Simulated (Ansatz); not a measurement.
**AlClH4O: two geometries relaxed**

Are the two ends of the reaction (ligand exchange) separate minima, and which lies lower? Each is relaxed from a guess. Meant to form: Al1–O5, H7–Cl2; to break: Al1–Cl2, H7–O5. The start is a guess near the saddle point, from which both ends are pulled out.

Program: Ansatz 0.2.0. Level of theory: RKS BLYP/def2-TZVP. These are calculated values, not measurements.

## 1. The structure to begin with

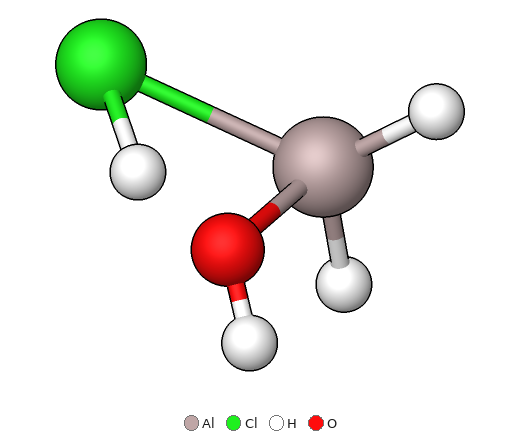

Start, viewed from a chosen angle; aluminium light grey, chlorine green, hydrogen white, oxygen red.

Coordinates:

```xyz
7

Al    0.0000    0.0000    0.0000
Cl    0.0000    0.0000    2.5800
H     1.3510    0.0000   -0.7800
H    -1.3510    0.0000   -0.7800
O     0.0869   -1.9720    0.6559
H    -0.4595   -2.5566    0.0397
H     0.0622   -1.4098    1.8287
```

## 2. Pulling towards end A

Springs on the bonds that form and break draw the guess towards this end; the thresholds are loose.

File input.yaml:

```yaml
crystal:
  periodic: [false, false, false]
  atoms:
    - { symbol: Al, position_ang: [0.0, 0.0, 0.0] }
    - { symbol: Cl, position_ang: [0.0, 0.0, 2.58] }
    - { symbol: H, position_ang: [1.351, 0.0, -0.78] }
    - { symbol: H, position_ang: [-1.351, 0.0, -0.78] }
    - { symbol: O, position_ang: [0.0869, -1.972, 0.6559] }
    - { symbol: H, position_ang: [-0.4595, -2.5566, 0.0397] }
    - { symbol: H, position_ang: [0.0622, -1.4098, 1.8287] }
basis:
  gaussian: { orbitals: def2-TZVP }
hamiltonian:
  xc: blyp
relax:
  f_tol: 0.15
  max_steps: 25
  restrain:
    - { distance: [0, 4], at: 2.98, k: 30.0 }
    - { distance: [6, 1], at: 2.57, k: 30.0 }
    - { distance: [0, 1], at: 2.23, k: 30.0 }
    - { distance: [6, 4], at: 1.01, k: 30.0 }
```

Launch:

```sh
> ansatz run input.yaml --threads 4 --pin off --max-ram 5120MiB --backend cpu --events-out ev --progress --plain --runs-dir out
```

The program printed, cut to the lines that bear on the results:

```text
Warning: RAYON_NUM_THREADS=4 ignored (pool sized by the plan → 4); use --threads N
[...]
Functional definition: BLYP
[...]
842 factors; their error is unknown
[...]
mean field -21233.51091270 eV, -780.3171334511 hartree, gradient 4.6e-5 eV, S^2 0.000000; 0 other end points of the search recorded, 0 dependent functions left out
[...]
reference -21233.51126046 eV, -780.3171462310 hartree; 21, 21 occupied and 108, 108 virtual orbitals, 842 factors
relax step   1: F+E_penalty+E_count = -21233.51091270 eV  Δ(F+E_penalty+E_count) = +0.000e0 eV  max|allowed force component| = 2.536e0 eV/Å  E_restraint = 29.40647292 eV  max|allowed force component, restraints' pulls added| = 3.024e1 eV/Å  Δτ_max = 0.0000 Å  (28 SCF iters, accepted)
[...]
relax step   4: F+E_penalty+E_count = -21233.92903430 eV  Δ(F+E_penalty+E_count) = -3.152e-1 eV  max|allowed force component| = 1.619e0 eV/Å  E_restraint = 0.28571295 eV  max|allowed force component, restraints' pulls added| = 4.391e0 eV/Å  Δτ_max = 0.1948 Å  (35 SCF iters, accepted)
[...]
relax step   7: F+E_penalty+E_count = -21234.55639262 eV  Δ(F+E_penalty+E_count) = -4.425e-2 eV  max|allowed force component| = 9.463e-1 eV/Å  E_restraint = 0.01706048 eV  max|allowed force component, restraints' pulls added| = 8.914e-1 eV/Å  Δτ_max = 0.1910 Å  (28 SCF iters, accepted)
[...]
relax step  12: F+E_penalty+E_count = -21234.58820838 eV  Δ(F+E_penalty+E_count) = -1.959e-3 eV  max|allowed force component| = 7.412e-1 eV/Å  E_restraint = 0.01415047 eV  max|allowed force component, restraints' pulls added| = 3.066e-2 eV/Å  Δτ_max = 0.0187 Å  (30 SCF iters, accepted)
  distance Al 0 - O 4 = 2.9652 Å
  distance H 6 - Cl 1 = 2.5725 Å
  distance Al 0 - Cl 1 = 2.2099 Å
  distance H 6 - O 4 = 0.9923 Å
842 factors; their error is unknown
mean field -21234.58820838 eV, -780.3567233371 hartree, gradient 1.5e-5 eV, S^2 0.000000; 1 other end points of the search recorded, 0 dependent functions left out
[...]
reference -21234.58856170 eV, -780.3567363215 hartree; 21, 21 occupied and 108, 108 virtual orbitals, 842 factors
Total energy: -21234.58856170 eV, -780.3567363215 hartree
Atom 0 at     0.059821     0.346663    -0.027822 Å, force    -0.018765    -0.418138     0.741242 eV/Å
Atom 1 at    -0.033653     0.403127     2.179383 Å, force     0.022186     0.054196    -0.609072 eV/Å
Atom 2 at     1.471370     0.595047    -0.678973 Å, force     0.007771     0.000584    -0.003425 eV/Å
Atom 3 at    -1.328476     0.285504    -0.773536 Å, force    -0.002716     0.002921    -0.003759 eV/Å
Atom 4 at     0.151470    -2.526969     0.697701 Å, force    -0.048410     0.659795     0.364054 eV/Å
Atom 5 at    -0.718498    -2.943705     0.557359 Å, force     0.003413     0.002383     0.006467 eV/Å
Atom 6 at     0.087566    -2.098067     1.590187 Å, force     0.036522    -0.301742    -0.495507 eV/Å
Dipole moment:    -0.277435    -0.189546    -0.118951 e Å
```

Run time: 11 s. Hardware: 4 threads of AMD EPYC 7B13 (Zen 3), shared host; peak memory 0.22 GiB.

Relaxation path:

```csv
step,energy from step 1 (eV),largest force component (eV/Å)
1,0.0000,2.5364
2,0.0991,2.2180
3,-0.1030,1.7973
4,-0.4181,1.6192
5,-0.8766,0.7472
6,-1.0012,0.7981
7,-1.0455,0.9463
8,-1.0731,0.7216
9,-1.0750,0.7184
10x,-1.0636,0.8685
11,-1.0753,0.7197
12,-1.0773,0.7412
```

Step 1 is the start. 1 step was tried and not accepted (10; marked x where the table lists them). Energies and forces in the table leave out the springs, which the log lists apart; the run stops on the force with the springs' pull added.

After: Bond lengths: Al1–Cl2 2.210 Å, Al1–H3 1.574 Å, Al1–H4 1.577 Å, O5–H6 0.975 Å, O5–H7 0.992 Å. Angles: Cl2–Al1–H3 116.6°, Cl2–Al1–H4 115.9°, H3–Al1–H4 126.9°, H6–O5–H7 104.9°.

Pairs that crossed the distance rule for bonds on the way: came closer O5–H7; moved apart Al1–O5.

## 3. End point A

It starts where the restrained run ended.

File input.yaml:

```yaml
crystal:
  periodic: [false, false, false]
  atoms:
    - { symbol: Al, position_ang: [0.059821, 0.346663, -0.027822] }
    - { symbol: Cl, position_ang: [-0.033653, 0.403127, 2.179383] }
    - { symbol: H, position_ang: [1.47137, 0.595047, -0.678973] }
    - { symbol: H, position_ang: [-1.328476, 0.285504, -0.773536] }
    - { symbol: O, position_ang: [0.15147, -2.526969, 0.697701] }
    - { symbol: H, position_ang: [-0.718498, -2.943705, 0.557359] }
    - { symbol: H, position_ang: [0.087566, -2.098067, 1.590187] }
basis:
  gaussian: { orbitals: def2-TZVP }
hamiltonian:
  xc: blyp
relax:
  f_tol: 0.03
  max_steps: 50
```

Launch:

```sh
> ansatz run input.yaml --threads 4 --pin off --max-ram 5120MiB --backend cpu --events-out ev --progress --plain --runs-dir out
```

The program printed, cut to the lines that bear on the results:

```text
Warning: RAYON_NUM_THREADS=4 ignored (pool sized by the plan → 4); use --threads N
[...]
[... 1 set-up line as earlier in the session ...]
[...]
842 factors; their error is unknown
[...]
mean field -21234.58821686 eV, -780.3567236487 hartree, gradient 2.1e-5 eV, S^2 0.000000; 0 other end points of the search recorded, 0 dependent functions left out
[...]
reference -21234.58857439 eV, -780.3567367876 hartree; 21, 21 occupied and 108, 108 virtual orbitals, 842 factors
relax step   1: F+E_penalty+E_count = -21234.58821686 eV  Δ(F+E_penalty+E_count) = +0.000e0 eV  max|allowed force component| = 7.412e-1 eV/Å  Δτ_max = 0.0000 Å  (27 SCF iters, accepted)
[...]
relax step   3: F+E_penalty+E_count = -21234.92117011 eV  Δ(F+E_penalty+E_count) = -2.224e-1 eV  max|allowed force component| = 1.289e0 eV/Å  Δτ_max = 0.1948 Å  (28 SCF iters, accepted)
[...]
mean field -21235.10356062 eV, -780.3756621826 hartree, gradient 1.5e-5 eV, S^2 0.000000; 1 other end points of the search recorded, 0 dependent functions left out
[...]
reference -21235.10390800 eV, -780.3756749485 hartree; 21, 21 occupied and 108, 108 virtual orbitals, 842 factors
Total energy: -21235.10390800 eV, -780.3756749485 hartree
Atom 0 at     0.038771    -0.039457     0.125637 Å, force     0.001483    -0.003548     0.003865 eV/Å
Atom 1 at    -0.050085     0.519102     2.234446 Å, force     0.001572     0.005917    -0.001588 eV/Å
Atom 2 at     1.420476     0.252992    -0.585869 Å, force    -0.001719     0.007636    -0.002263 eV/Å
Atom 3 at    -1.351506    -0.024370    -0.646150 Å, force     0.002801    -0.004868    -0.000933 eV/Å
Atom 4 at     0.130262    -2.034885     0.575498 Å, force     0.024926     0.012862    -0.000999 eV/Å
Atom 5 at    -0.648899    -2.545880     0.284371 Å, force    -0.022298    -0.005402    -0.002424 eV/Å
Atom 6 at     0.150581    -2.065902     1.556365 Å, force    -0.006765    -0.012597     0.004343 eV/Å
Dipole moment:    -0.201183    -0.890456    -0.023190 e Å
```

Run time: 8.1 s. Hardware: 4 threads of AMD EPYC 7B13 (Zen 3), shared host; peak memory 0.23 GiB.

Step by step:

```csv
step,energy from step 1 (eV),largest force component (eV/Å)
1,0.0000,0.7412
2,-0.1105,1.0898
3,-0.3330,1.2890
4,-0.4813,0.5939
5x,-0.4776,0.4078
6,-0.5111,0.1358
7,-0.5147,0.0319
8x,-0.5138,0.1005
9,-0.5153,0.0249
```

Step 1 is the start. 2 steps were tried and not accepted (5, 8; marked x where the table lists them).

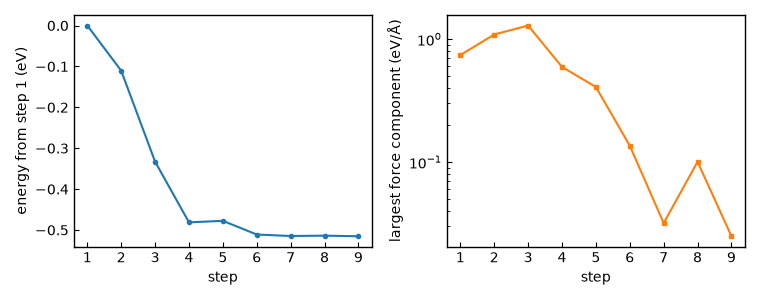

Energy and largest force along the relaxation.

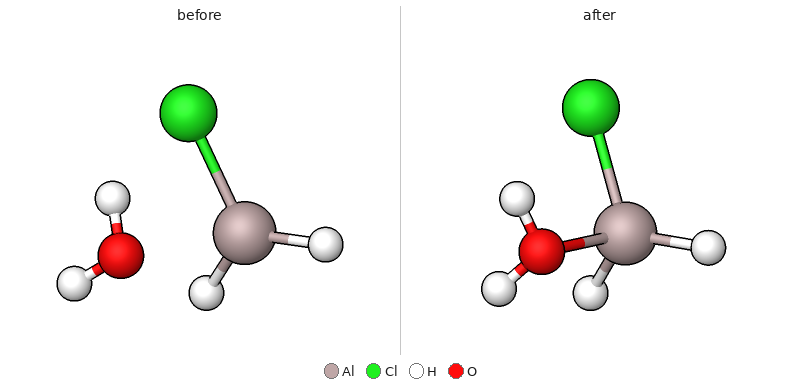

The structure before (left) and after (right), drawn at the same scale.

After: Bond lengths: Al1–Cl2 2.183 Å, Al1–H3 1.581 Å, Al1–H4 1.590 Å, Al1–O5 2.048 Å, O5–H6 0.976 Å, O5–H7 0.982 Å. Angles: Cl2–Al1–H3 115.0°, Cl2–Al1–H4 115.5°, Cl2–Al1–O5 92.2°, H3–Al1–H4 122.9°, H3–Al1–O5 103.9°, H4–Al1–O5 98.9°, Al1–O5–H6 114.1°, Al1–O5–H7 104.6°, H6–O5–H7 107.3°.

Pairs that crossed the distance rule for bonds on the way: came closer Al1–O5.

## 4. A restrained relaxation towards end B

Springs on the bonds that form and break draw the guess towards this end; the thresholds are loose.

File input.yaml:

```yaml
crystal:
  periodic: [false, false, false]
  atoms:
    - { symbol: Al, position_ang: [0.0, 0.0, 0.0] }
    - { symbol: Cl, position_ang: [0.0, 0.0, 2.58] }
    - { symbol: H, position_ang: [1.351, 0.0, -0.78] }
    - { symbol: H, position_ang: [-1.351, 0.0, -0.78] }
    - { symbol: O, position_ang: [0.0869, -1.972, 0.6559] }
    - { symbol: H, position_ang: [-0.4595, -2.5566, 0.0397] }
    - { symbol: H, position_ang: [0.0622, -1.4098, 1.8287] }
basis:
  gaussian: { orbitals: def2-TZVP }
hamiltonian:
  xc: blyp
relax:
  f_tol: 0.15
  max_steps: 25
  restrain:
    - { distance: [0, 4], at: 1.78, k: 30.0 }
    - { distance: [6, 1], at: 1.37, k: 30.0 }
    - { distance: [0, 1], at: 3.43, k: 30.0 }
    - { distance: [6, 4], at: 2.21, k: 30.0 }
output:
  orbitals: {}
```

Launch:

```sh
> ansatz run input.yaml --threads 4 --pin off --max-ram 5120MiB --backend cpu --events-out ev --progress --plain --runs-dir out
```

The program printed:

```text
Warning: RAYON_NUM_THREADS=4 ignored (pool sized by the plan → 4); use --threads N
The last accepted step is kept in <dir> (removed where the run ends without a failure and the disk answers)
Engine: ansatz 0.2.0, x86_64-unknown-linux-gnu
[... 1 set-up line as earlier in the session ...]
  parameter beta = 0.0042
  parameter a = 0.04918
  parameter b = 0.132
  parameter c = 0.2533
  parameter d = 0.349
  exchange = b88_x(beta = beta)
  correlation = lyp_c(a = a, b = b, c = c, d = d)
842 factors; their error is unknown
mean field evaluation 1: about -21225.9594 eV, gradient 6.5e1 eV
mean field evaluation 2: about -21117.0629 eV, gradient 1.8e2 eV
mean field evaluation 4: about -21232.9507 eV, gradient 1.6e1 eV
mean field evaluation 8: about -21233.5182 eV, gradient 9.4e-2 eV
mean field evaluation 16: about -21233.5109 eV, gradient 4.6e-5 eV
mean field -21233.51091270 eV, -780.3171334511 hartree, gradient 4.6e-5 eV, S^2 0.000000; 0 other end points of the search recorded, 0 dependent functions left out
the calculation of the forces begins
reference -21233.51126046 eV, -780.3171462310 hartree; 21, 21 occupied and 108, 108 virtual orbitals, 842 factors
relax step   1: F+E_penalty+E_count = -21233.51091270 eV  Δ(F+E_penalty+E_count) = +0.000e0 eV  max|allowed force component| = 2.536e0 eV/Å  E_restraint = 25.37145125 eV  max|allowed force component, restraints' pulls added| = 2.810e1 eV/Å  Δτ_max = 0.0000 Å  (28 SCF iters, accepted)
  distance Al 0 - O 4 = 2.0800 Å
  distance H 6 - Cl 1 = 1.5987 Å
  distance Al 0 - Cl 1 = 2.5800 Å
  distance H 6 - O 4 = 1.3008 Å
these checks for a lower state are left out or cut short: starts, cluster_reference, orbital_swaps, neighbouring_geometries, increment
842 factors; their error is unknown
mean field -21233.42351699 eV, -780.3139217179 hartree, gradient 1.0e-5 eV, S^2 0.000000; 0 other end points of the search recorded, 0 dependent functions left out
the calculation of the forces begins
reference -21233.42386809 eV, -780.3139346207 hartree; 21, 21 occupied and 108, 108 virtual orbitals, 842 factors
relax step   2: F+E_penalty+E_count = -21233.42351699 eV  Δ(F+E_penalty+E_count) = +8.740e-2 eV  max|allowed force component| = 3.087e0 eV/Å  E_restraint = 9.52474630 eV  max|allowed force component, restraints' pulls added| = 1.828e1 eV/Å  Δτ_max = 0.1963 Å  (36 SCF iters, accepted)
  distance Al 0 - O 4 = 1.9625 Å
  distance H 6 - Cl 1 = 1.4966 Å
  distance Al 0 - Cl 1 = 2.9421 Å
  distance H 6 - O 4 = 1.6205 Å
these checks for a lower state are left out or cut short: starts, cluster_reference, orbital_swaps, neighbouring_geometries, increment
842 factors; their error is unknown
mean field evaluation 32: about -21233.6972 eV, gradient 1.0e-5 eV
mean field -21233.69715608 eV, -780.3239777692 hartree, gradient 1.0e-5 eV, S^2 0.000000; 0 other end points of the search recorded, 0 dependent functions left out
the calculation of the forces begins
reference -21233.69751141 eV, -780.3239908274 hartree; 21, 21 occupied and 108, 108 virtual orbitals, 842 factors
relax step   3: F+E_penalty+E_count = -21233.69715608 eV  Δ(F+E_penalty+E_count) = -2.736e-1 eV  max|allowed force component| = 2.838e0 eV/Å  E_restraint = 1.92595637 eV  max|allowed force component, restraints' pulls added| = 7.791e0 eV/Å  Δτ_max = 0.1948 Å  (34 SCF iters, accepted)
  distance Al 0 - O 4 = 1.8426 Å
  distance H 6 - Cl 1 = 1.3851 Å
  distance Al 0 - Cl 1 = 3.1890 Å
  distance H 6 - O 4 = 1.9528 Å
these checks for a lower state are left out or cut short: starts, cluster_reference, orbital_swaps, neighbouring_geometries, increment
842 factors; their error is unknown
mean field -21234.09746534 eV, -780.3386888629 hartree, gradient 9.9e-6 eV, S^2 0.000000; 0 other end points of the search recorded, 0 dependent functions left out
the calculation of the forces begins
reference -21234.09782828 eV, -780.3387022007 hartree; 21, 21 occupied and 108, 108 virtual orbitals, 842 factors
relax step   4: F+E_penalty+E_count = -21234.09746534 eV  Δ(F+E_penalty+E_count) = -4.003e-1 eV  max|allowed force component| = 9.226e-1 eV/Å  E_restraint = 0.04094453 eV  max|allowed force component, restraints' pulls added| = 1.197e0 eV/Å  Δτ_max = 0.1943 Å  (35 SCF iters, accepted)
  distance Al 0 - O 4 = 1.7498 Å
  distance H 6 - Cl 1 = 1.3325 Å
  distance Al 0 - Cl 1 = 3.4125 Å
  distance H 6 - O 4 = 2.1999 Å
these checks for a lower state are left out or cut short: starts, cluster_reference, orbital_swaps, neighbouring_geometries, increment
842 factors; their error is unknown
mean field -21234.17361035 eV, -780.3414871404 hartree, gradient 2.2e-5 eV, S^2 0.000000; 0 other end points of the search recorded, 0 dependent functions left out
the calculation of the forces begins
reference -21234.17397442 eV, -780.3415005200 hartree; 21, 21 occupied and 108, 108 virtual orbitals, 842 factors
relax step   5: F+E_penalty+E_count = -21234.17361035 eV  Δ(F+E_penalty+E_count) = -7.615e-2 eV  max|allowed force component| = 7.848e-1 eV/Å  E_restraint = 0.01961553 eV  max|allowed force component, restraints' pulls added| = 5.702e-1 eV/Å  Δτ_max = 0.2000 Å  (28 SCF iters, accepted)
  distance Al 0 - O 4 = 1.7555 Å
  distance H 6 - Cl 1 = 1.3459 Å
  distance Al 0 - Cl 1 = 3.4188 Å
  distance H 6 - O 4 = 2.2083 Å
these checks for a lower state are left out or cut short: starts, cluster_reference, orbital_swaps, neighbouring_geometries, increment
842 factors; their error is unknown
mean field -21234.07204380 eV, -780.3377546385 hartree, gradient 1.0e-5 eV, S^2 0.000000; 0 other end points of the search recorded, 0 dependent functions left out
the calculation of the forces begins
reference -21234.07240021 eV, -780.3377677365 hartree; 21, 21 occupied and 108, 108 virtual orbitals, 842 factors
relax step   6: F+E_penalty+E_count = -21234.07204380 eV  Δ(F+E_penalty+E_count) = +1.016e-1 eV  max|allowed force component| = 1.324e0 eV/Å  E_restraint = 0.00183768 eV  max|allowed force component, restraints' pulls added| = 1.240e0 eV/Å  Δτ_max = 0.1933 Å  (34 SCF iters, rejected (line search))
  distance Al 0 - O 4 = 1.7752 Å
  distance H 6 - Cl 1 = 1.3641 Å
  distance Al 0 - Cl 1 = 3.4289 Å
  distance H 6 - O 4 = 2.2020 Å
these checks for a lower state are left out or cut short: starts, cluster_reference, orbital_swaps, neighbouring_geometries, increment
842 factors; their error is unknown
mean field -21234.20881942 eV, -780.3427810501 hartree, gradient 1.2e-5 eV, S^2 0.000000; 0 other end points of the search recorded, 0 dependent functions left out
the calculation of the forces begins
reference -21234.20918155 eV, -780.3427943581 hartree; 21, 21 occupied and 108, 108 virtual orbitals, 842 factors
relax step   7: F+E_penalty+E_count = -21234.20881942 eV  Δ(F+E_penalty+E_count) = -3.521e-2 eV  max|allowed force component| = 7.503e-1 eV/Å  E_restraint = 0.01717017 eV  max|allowed force component, restraints' pulls added| = 3.825e-1 eV/Å  Δτ_max = 0.0953 Å  (29 SCF iters, accepted)
  distance Al 0 - O 4 = 1.7611 Å
  distance H 6 - Cl 1 = 1.3422 Å
  distance Al 0 - Cl 1 = 3.4270 Å
  distance H 6 - O 4 = 2.2072 Å
these checks for a lower state are left out or cut short: starts, cluster_reference, orbital_swaps, neighbouring_geometries, increment
842 factors; their error is unknown
mean field evaluation 64: about -21234.2022 eV, gradient 2.7e0 eV
mean field -21234.21643950 eV, -780.3430610829 hartree, gradient 1.2e-5 eV, S^2 0.000000; 0 other end points of the search recorded, 0 dependent functions left out
the calculation of the forces begins
reference -21234.21680093 eV, -780.3430743651 hartree; 21, 21 occupied and 108, 108 virtual orbitals, 842 factors
relax step   8: F+E_penalty+E_count = -21234.21643950 eV  Δ(F+E_penalty+E_count) = -7.620e-3 eV  max|allowed force component| = 7.234e-1 eV/Å  E_restraint = 0.01770463 eV  max|allowed force component, restraints' pulls added| = 1.081e-1 eV/Å  Δτ_max = 0.0706 Å  (28 SCF iters, accepted)
  distance Al 0 - O 4 = 1.7627 Å
  distance H 6 - Cl 1 = 1.3406 Å
  distance Al 0 - Cl 1 = 3.4291 Å
  distance H 6 - O 4 = 2.2060 Å
842 factors; their error is unknown
mean field -21234.21643950 eV, -780.3430610829 hartree, gradient 5.8e-5 eV, S^2 0.000000; 1 other end points of the search recorded, 0 dependent functions left out
the calculation of the forces begins
reference -21234.21680093 eV, -780.3430743651 hartree; 21, 21 occupied and 108, 108 virtual orbitals, 842 factors
Total energy: -21234.21680093 eV, -780.3430743651 hartree
Atom 0 at     0.012535    -0.416910    -0.479961 Å, force     0.040014    -0.442011     0.208899 eV/Å
Atom 1 at    -0.009629    -0.095036     2.933964 Å, force     0.166389    -0.723375    -0.442615 eV/Å
Atom 2 at     1.398268     0.318729    -0.627451 Å, force    -0.003832     0.007428     0.005549 eV/Å
Atom 3 at    -1.389665     0.112618    -0.992901 Å, force     0.003520    -0.012832    -0.000189 eV/Å
Atom 4 at     0.113463    -2.032922     0.216701 Å, force     0.069013     0.577910    -0.072468 eV/Å
Atom 5 at    -0.675441    -2.593427     0.225921 Å, force    -0.108096    -0.081741    -0.000810 eV/Å
Atom 6 at     0.240070    -1.231452     2.268026 Å, force    -0.167008     0.674620     0.301633 eV/Å
Dipole moment:    -0.216183    -0.216006    -0.176270 e Å
```

Wall time 7.2 s (4 threads of AMD EPYC 7B13 (Zen 3), shared host); peak memory 0.22 GiB.

Step by step:

```csv
step,energy from step 1 (eV),largest force component (eV/Å)
1,0.0000,2.5364
2,0.0874,3.0868
3,-0.1862,2.8378
4,-0.5866,0.9226
5,-0.6627,0.7848
6x,-0.5611,1.3240
7,-0.6979,0.7503
8,-0.7055,0.7234
```

Step 1 is the start. 1 step was tried and not accepted (6; marked x where the table lists them). Energies and forces in the table leave out the springs, which the log lists apart; the run stops on the force with the springs' pull added.

After: Bond lengths: Al1–H3 1.576 Å, Al1–H4 1.584 Å, Al1–O5 1.763 Å, O5–H6 0.968 Å, Cl2–H7 1.341 Å. Angles: H3–Al1–H4 126.3°, H3–Al1–O5 114.5°, H4–Al1–O5 119.0°, Al1–O5–H6 119.2°.

Pairs that crossed the distance rule for bonds on the way: came closer Cl2–H7; moved apart Al1–Cl2.

[end of part 1 of 2]
